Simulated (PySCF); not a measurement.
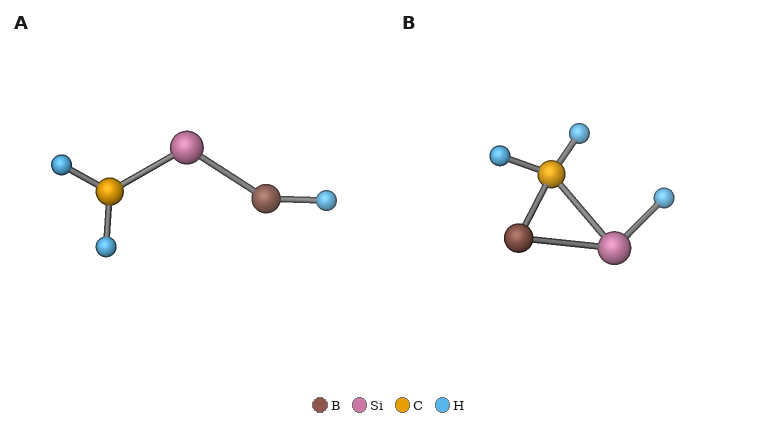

2 stationary structures of one formula. Geometries: PBE-D4/def2-SVP. Electronic energies: PBE-D4/def2-SVP (PySCF 2.14.0), without zero-point energy. No frequency run is at hand to confirm each as a minimum.

**Which is lowest in energy, and by how much?**

A is lowest (Cs); B lies 91.0 kJ/mol above it.
